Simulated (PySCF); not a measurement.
Molecule: HCdI, SMILES [CdH][I], singlet. Atoms near the plane z = 0.0 Å, at the B3LYP/def2-SVP optimised geometry (x, y, z in Å): Cd1 (-0.5, 0.0, 0.0), H2 (-2.1, 0.0, 0.0), I3 (2.1, 0.0, 0.0).

Computed with B3LYP/def2-TZVP, def2 effective core potentials past Kr in PySCF. The core electrons that the potentials of Cd, I replace are not part of the density. Cells within 0.4 Å of a nucleus heavier than hydrogen are left out (blank, or x). The values are rescaled to run from 0 to 1.

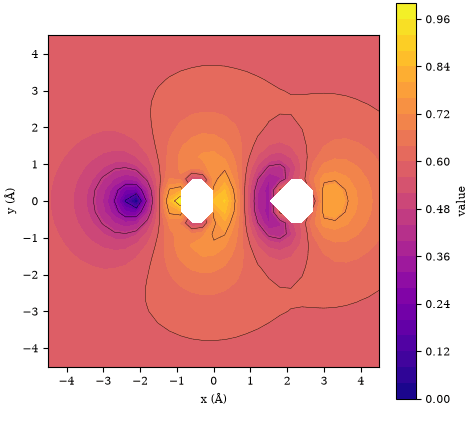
a field on the plane z = 0.0 Å.

Task: Which quantity is mapped?
A) an orbital amplitude
B) deformation density (molecule minus spherical neutral atoms)
C) Laplacian of the electron density
D) electrostatic potential

Result: A, an orbital amplitude. In full: LUMO amplitude (bohr^(-3/2)).
